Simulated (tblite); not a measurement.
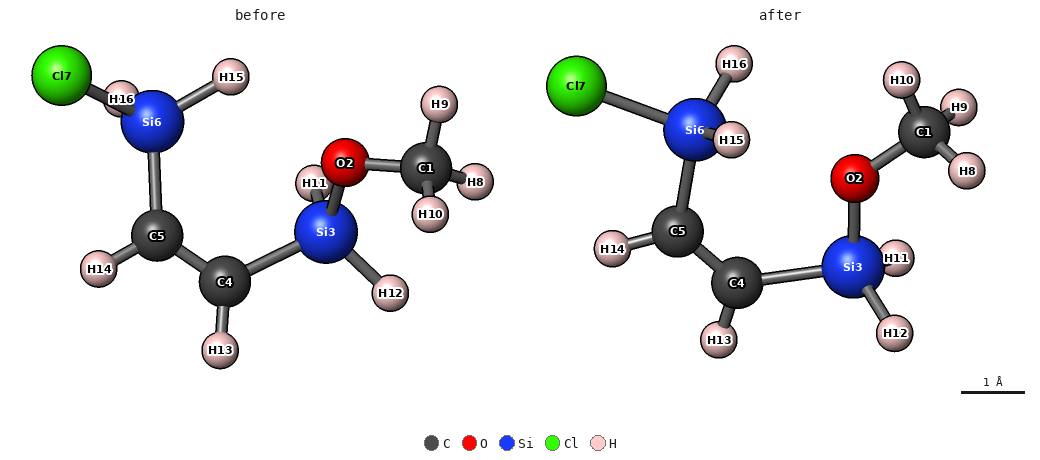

The structure of C₃H₉ClOSi₂ before (left) and after (right) a relaxation, at one scale.

Style: ball-and-stick. Shown at a tilt.

Computed with GFN2-xTB geometry optimisation, gas phase in tblite. 

> What changed between the two?

The atom that moves furthest after the best rigid fit is H10 (2.40 Å). By element the largest moves are H 2.40 Å, Si 0.96 Å, C 0.85 Å, O 0.50 Å, Cl 0.22 Å. Among the contacts that change: O2–Si6 3.263 → 2.687 Å, Si3–Si6 3.291 → 3.543 Å, C5–Si6 1.822 → 1.885 Å, Si6–Cl7 2.105 → 2.044 Å. Among the angles between lasting bonds that change: C1–O2–Si3 114.3° → 128.4°, O2–Si3–C4 107.4° → 100.3°, H15–Si6–H16 107.5° → 114.3°. Groups turn about C1–O2 by about 90°, Si3–C4 by about 60°, O2–Si3 by about 55°. The energy falls by 63.8 kJ/mol in 228 geometry steps.
